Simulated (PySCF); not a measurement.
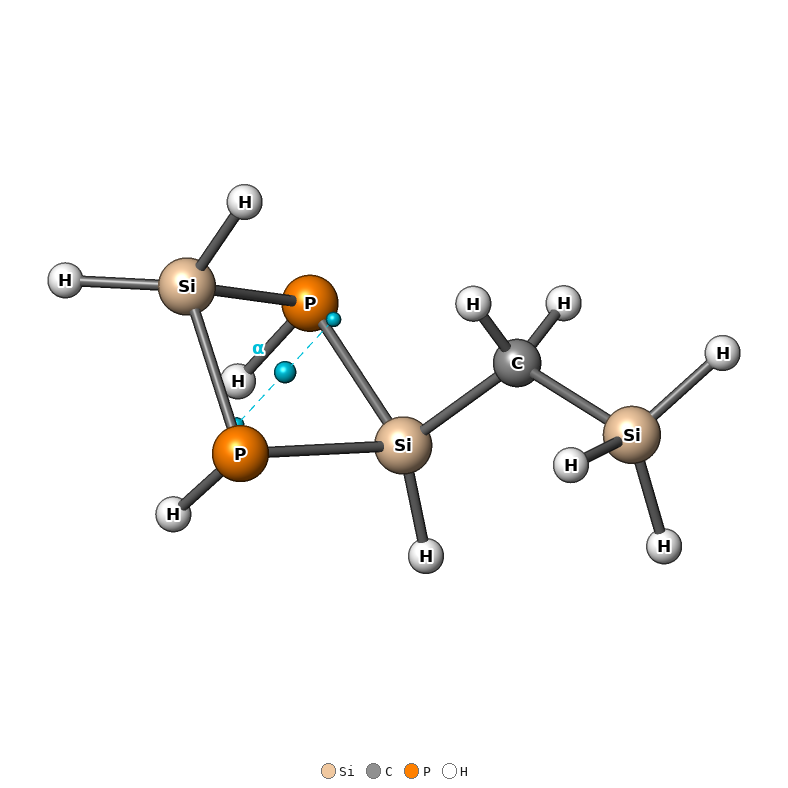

The small points mark where nucleus-independent chemical shifts (NICS) were computed: at the centre of each lettered ring and 1 Å above and below it. Geometry: a frame of a GFN2-xTB molecular-dynamics simulation, not a minimum. Properties computed with GIAO PBE0/pcSseg-1 NMR shielding, non-relativistic, gas phase (PySCF 2.14.0).

Give NICS(0), NICS(1) and the out-of-plane component NICS(1)zz for each ring (means of the two sides).

```tsv
ring	members	NICS(0)	NICS(1)	NICS(1)zz
α	Si2P2	3.2	0.6	14.4
```

Values in ppm.

> What do the values say about the ring currents?

Ring α: paratropic, as in an antiaromatic ring. NICS is one index among several.
